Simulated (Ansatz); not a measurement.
Cell of bcc Nb (0 0 1) on rutile TiO2 (0 0 1) (film strained to the substrate, started from cuts of the bulks and a machine-learned relaxation; slabs Ti10O20 and Nb12, which can lie off the formulas), relaxed at this level with a, b, gamma of the cell held:

```
CELL_PARAMETERS angstrom
      4.64341    -0.00005     0.03230
     -0.00014     4.64341     0.02886
      0.96035     0.93497    25.60274
ATOMIC_POSITIONS crystal
  Ti 0.98832 0.00943 0.09512
  Ti 0.50077 0.52118 0.04772
  O  0.28425 0.71422 0.09546
  O  0.78951 0.81151 0.02956
  O  0.21926 0.24131 0.02937
  O  0.69342 0.30536 0.09553
  Ti 0.95998 0.98209 0.21143
  Ti 0.47243 0.49403 0.16031
  O  0.26302 0.67946 0.21145
  O  0.77876 0.80038 0.15052
  O  0.17167 0.19308 0.15055
  O  0.65749 0.28513 0.21142
  Ti 0.93251 0.95530 0.32606
  Ti 0.44438 0.46722 0.27598
  O  0.23516 0.65106 0.32837
  O  0.74972 0.77230 0.26863
  O  0.14276 0.16531 0.26859
  O  0.62792 0.25828 0.32838
  Ti 0.90459 0.92759 0.43971
  Ti 0.41626 0.43888 0.39272
  O  0.20604 0.62319 0.44615
  O  0.72027 0.74365 0.38545
  O  0.11501 0.13845 0.38551
  O  0.59939 0.22976 0.44613
  Ti 0.87625 0.90089 0.55226
  Ti 0.38679 0.41088 0.51003
  O  0.16406 0.60745 0.56720
  O  0.68496 0.70910 0.50106
  O  0.09347 0.11773 0.50114
  O  0.58267 0.18883 0.56719
  Nb 0.34013 0.36621 0.69401
  Nb 0.84078 0.86682 0.68983
  Nb 0.35784 0.88429 0.62736
  Nb 0.85893 0.38321 0.62736
  Nb 0.30398 0.33110 0.82338
  Nb 0.80295 0.83008 0.82311
  Nb 0.32171 0.84922 0.75581
  Nb 0.82253 0.34839 0.75581
  Nb 0.27670 0.30336 0.95215
  Nb 0.76477 0.79125 0.95218
  Nb 0.28555 0.81436 0.88776
  Nb 0.78712 0.31274 0.88777
```

Computed with PBE (plane waves to 420 eV, PAW; Ansatz, a quantum-chemistry and plane-wave program). No spin–orbit coupling; the runs are not spin-polarised. Its k-point mesh 6×6×1, Fermi–Dirac width 0.05 eV.

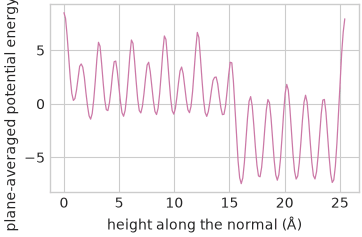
Fig. 1. Smooth (PAW) electrostatic potential energy of an electron, averaged over planes, about its mean

The curve spans 16.0 eV over the stretch drawn.
